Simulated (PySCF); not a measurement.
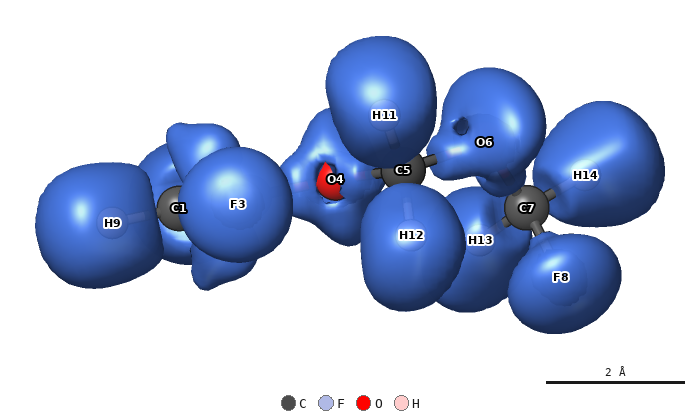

*C4H6F2O2. Isosurface of the ELF at 0.75 (blue), seen from one side. Core shells and regions of very low density are left out.*

Geometry: GFN2-xTB.

Method: PBE0/def2-SVPD, SCF density, gas phase (PySCF).

| atom | x (Å) | y (Å) | z (Å) |
| --- | --- | --- | --- |
| C | -2.6504 | -0.9015 | -0.4797 |
| C | -1.7237 | 0.0087 | -0.2469 |
| F | -2.0417 | 1.1924 | 0.3200 |
| O | -0.4189 | -0.1300 | -0.5248 |
| C | 0.4488 | 0.9476 | -0.2041 |
| O | 1.7146 | 0.6555 | -0.6943 |
| C | 2.3686 | -0.3700 | -0.0455 |
| F | 2.7382 | 0.0178 | 1.2196 |
| H | -3.6728 | -0.7084 | -0.2242 |
| H | -2.3896 | -1.8378 | -0.9290 |
| H | 0.1314 | 1.8678 | -0.7087 |
| H | 0.4611 | 1.1041 | 0.8869 |
| H | 1.7476 | -1.2691 | 0.0735 |
| H | 3.2861 | -0.5773 | -0.6044 |

Identify the bonds, lone pairs and shells in this picture.

The surface consists of one region between bonded C–C atoms (shared pairs), six regions around hydrogen nuclei, two regions on F in which the atom's valence shell and bonds are merged and two regions on O in which the atom's valence shell and bonds are merged. Along the contacts the grid gives the following. C–C (1.32 Å): the ELF peaks at about 0.90 between the atoms: a short, multiple covalent bond. C–O (1.34 Å): the ELF peaks at about 0.90 between the atoms: a polar covalent bond.
